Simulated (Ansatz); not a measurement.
**SiN (doublet): inputs that go wrong**

4 inputs are run for SiN (doublet) as typed; the log has to tell whether the result can be used and what must change.

Program: Ansatz 0.2.0, Gaussian basis. Level of theory: the settings change from run to run. These are calculated values, not measurements.

12 further runs of the same task are left out: 5 that didn't finish, 7 set aside as unsound or not needed.

## Step 1: The system

The geometry is a PBE0/def2-TZVP stationary point (not a proven minimum).

2 atoms, charge 0, spin multiplicity 2.

Atoms are counted from 1 here; the program's logs count them from 0.

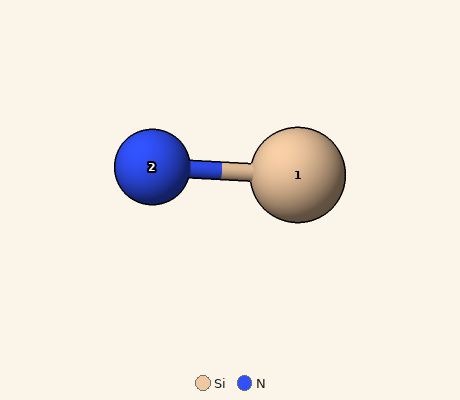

The geometry (silicon light orange, nitrogen blue); atoms are numbered from 1 in the order of the file.

## Step 2: Try 1

Input file in.yaml:

```yaml
crystal:
  periodic: [false, false, false]
  atoms:
    - {symbol: Si, position_ang: [0.000000, 0.000000, 0.000000]}
    - {symbol: N, position_ang: [0.000000, 0.000000, 1.563809]}
basis:
  gaussian: {orbitals: cc-pVTZ}
magnetization: {spin_polarized: false, initial_magnetization: 1}
correlation: {active_space: {ras: {orbitals: [4, 1, 53], electrons: 29, max_holes: 2, max_particles: 2}, fixed_orbitals: true}}
output: {forces: true}
```

Run with:

```console
$ ansatz run in.yaml --threads 1 --pin off --events-out ev --progress --plain --max-ram 2393MiB
```

Output:

```text
Functional definition: HF
  name "HF"
  cite "Fock, Z. Phys. 61, 126 (1930) doi:10.1007/BF01340294"
  parent pbe
  exchange = exact_x
  correlation = 0
389 factors; integrals over basis functions are off by at most 1.8e-3 eV
mean field evaluation 1: about -9334.7545 eV, gradient 4.2e1 eV
mean field evaluation 2: about -9334.8769 eV, gradient 4.3e1 eV
mean field evaluation 4: about -9340.6797 eV, gradient 3.0e0 eV
mean field evaluation 8: about -9341.2762 eV, gradient 4.5e-1 eV
mean field evaluation 16: about -9341.2836 eV, gradient 1.5e-6 eV
mean field evaluation 32: about -9341.6318 eV, gradient 1.8e-1 eV
mean field evaluation 64: about -9341.6323 eV, gradient 6.4e-3 eV
mean field evaluation 96: about -9341.6300 eV, gradient 5.8e-1 eV
mean field evaluation 128: about -9341.2767 eV, gradient 5.8e-1 eV
mean field evaluation 160: about -9341.2836 eV, gradient 1.1e-1 eV
mean field -9341.63229717 eV, -343.2986549351 hartree, gradient 7.7e-7 eV, S^2 0.750000; 10 other end points of the search recorded, 0 dependent functions left out
reference -9341.63229717 eV, -343.2986549351 hartree; 11, 10 occupied and 53, 54 virtual orbitals, 389 factors
Error: 29 electrons in 58 orbitals form no window around the highest filled level of the reference
```

Wall time 1.6 s (1 thread of Arm Neoverse V1, shared host).

**Diagnosis.** The run stopped with an error. The electron count of the restricted space is wrong. To mend it, count the correlated electrons again.

## Step 3: Try 2

Input file in.yaml:

```yaml
crystal:
  periodic: [false, false, false]
  atoms:
    - {symbol: Si, position_ang: [0.000000, 0.000000, 0.000000]}
    - {symbol: N, position_ang: [0.000000, 0.000000, 1.563809]}
basis:
  gaussian: {orbitals: cc-pVDZ, fitting: {mean_field: def2-universal-jkfit}}
magnetization: {spin_polarized: true, initial_magnetization: 1}
hamiltonian: {xc: {name: B3LYP}}
correlation: {method: ccsdt, electrons: valence}
symmetry: c1
output: {forces: true}
```

The command is unchanged.

Output:

```text
Error: YAML parse error: error: line 11 column 1: unknown field `symmetry`, expected one of crystal, accuracy, basis, kpoints, hamiltonian, magnetization, projection, total_charge, correlation, batch, efield, external_charges, scf, relax, neb, saddle, md, ramp, phonons, dielectric, real_time, elastic, magnetic_configurations, gw, evaluate, workflow, output, checkpoint, execution
  --> <input>:11:1
   |
 9 | hamiltonian: {xc: {name: B3LYP}}
10 | correlation: {method: ccsdt, electrons: valence}
11 | symmetry: c1
   | ^ unknown field `symmetry`, expected one of crystal, accuracy, basis, kpoints, hamiltonian, magnetization, projection, total_charge, correlation, batch, efield, external_charges, scf, relax, neb, saddle, md, ramp, phonons, dielectric, real_time, elastic, magnetic_configurations, gw, evaluate, workflow, output, checkpoint, execution
12 | output: {forces: true}
   |
```

Run time: 0.03 s. Hardware: 1 thread of Arm Neoverse V1, shared host.

What is wrong: The run was refused. The input holds a key that the program doesn't read here. Fix: remove it or spell it as the reference does.

## Step 4: Try 3

Input file in.yaml:

```yaml
crystal:
  periodic: [false, false, false]
  atoms:
    - {symbol: Si, position_ang: [0.000000, 0.000000, 0.000000]}
    - {symbol: N, position_ang: [0.000000, 0.000000, 1.563809]}
basis:
  gaussian: {orbitals: 6-31G}
correlation: {method: fic_mrcisd_q, electrons: all, active_space: {window: {electrons: 3, orbitals: 3}}}
magnetization: {spin_polarized: true, initial_magnetization: 1}
```

The command is unchanged.

Output:

```text
Error: invalid value for `correlation.active_space`: it starts from restricted Hartree–Fock orbitals; set hamiltonian.xc: hf without magnetization.spin_polarized
```

It took 0.03 s on 1 thread of Arm Neoverse V1, shared host.

Diagnosis: The run was refused. An active space is asked on unrestricted orbitals. To mend it, drop spin_polarized: true.

## Step 5: Try 4

Input file in.yaml:

```yaml
crystal:
  periodic: [false, false, false]
  atoms:
    - {symbol: Si, position_ang: [0.000000, 0.000000, 0.000000]}
    - {symbol: N, position_ang: [0.000000, 0.000000, 1.563809]}
basis:
  gaussian: {orbitals: STO-3G, fitting: {mean_field: def2-universal-jkfit}}
magnetization: {spin_polarized: true, initial_magnetization: 7}
correlation: {method: ccsd, electrons: all, diis_vectors: 4}
scf: {lower_state_search: light}
output: {forces: true}
```

Same command.

Output (excerpt; [...] marks lines left out):

```text
Functional definition: HF
  name "HF"
  cite "Fock, Z. Phys. 61, 126 (1930) doi:10.1007/BF01340294"
  parent pbe
[...]
205 factors; integrals over basis functions are off by at most 7.5e-3 eV
[...]
mean field -9213.31720837 eV, -338.5831623970 hartree, gradient 1.4e-6 eV, S^2 15.750000; 0 other end points of the search recorded, 0 dependent functions left out
reference -9213.31720837 eV, -338.5831623970 hartree; 14, 7 occupied and 0, 7 virtual orbitals, 205 factors
second order -0.02268976 eV of doubles, -0.00000000 eV of singles
cycle   1  -0.02385937 eV  change   -1.2e-3 eV  update   1.1e-3
[...]
cycle   4  -0.02407113 eV  change   -2.1e-7 eV  update   1.6e-6
[...]
Total energy: -9213.34127950 eV, -338.5840469947 hartree
Atom 0 at     0.000000     0.000000     0.000000 Å, force     0.000000     0.000000   -31.338749 eV/Å
Atom 1 at     0.000000     0.000000     1.563809 Å, force    -0.000000    -0.000000    31.338749 eV/Å
Dipole moment:     0.000000     0.000000     0.403927 e Å
```

Wall time 0.21 s (1 thread of Arm Neoverse V1, shared host).

**Diagnosis.** The run converged, which proves nothing about the input. Far too many unpaired electrons are asked for. Its energy belongs to the state of multiplicity 8, not to the doublet that was meant. To mend it, set initial_magnetization to that of the wanted state.

## Step 6: How the runs ended

| try | level | ended | cause | time |
| --- | --- | --- | --- | --- |
| 1 | CISD/cc-pVTZ | stopped by an error | the electron count of the restricted space is wrong | 1.6 s |
| 2 | CCSDT/cc-pVDZ | refused | the input holds a key that the program doesn't read here | 0.03 s |
| 3 | MRCISD+Q(3,3)/6-31G | refused | an active space is asked on unrestricted orbitals | 0.03 s |
| 4 | CCSD on UHF/STO-3G | converged | far too many unpaired electrons are asked for | 0.21 s |

1 stopped by an error, 2 refused, 1 converged. The input that converges on a wrong geometry or spin is the dangerous one: no error points at it, so geometry and ⟨S²⟩ have to be checked.
